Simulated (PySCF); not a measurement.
SMILES [SiH3]OCCC#N (C3H7NOSi), GFN2-xTB optimised geometry. Atoms within 1.6 Å of the plane z = 0.0 Å (x, y, z in Å): C2 (2.52, -0.70, -1.27), C3 (2.02, -1.16, 0.00), C4 (0.48, -1.16, 0.00), O5 (0.02, 0.15, 0.00), Si6 (-1.35, 0.77, -0.63), H7 (2.39, -2.17, 0.19), H8 (2.38, -0.49, 0.79), H9 (0.11, -1.71, -0.87), H10 (0.12, -1.67, 0.90), H12 (-2.52, 0.24, 0.07), H13 (-1.09, 2.17, -0.35).

Computed with PBE0/def2-TZVP (PySCF 2.14.0). Cells within 0.4 Å of a nucleus heavier than hydrogen are left out (blank, or x).

Map of the LUMO amplitude (bohr^(-3/2)) on the plane z = 0.0 Å; orbital energy -0.06 eV, overall sign arbitrary:

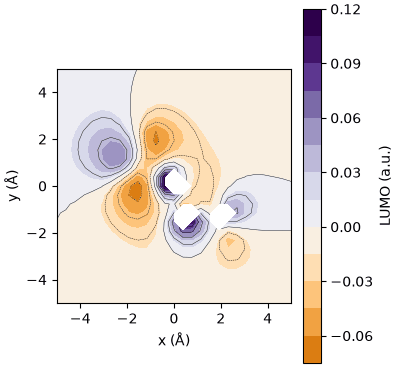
LUMO amplitude (bohr^(-3/2)) on the plane z = 0.0 Å.
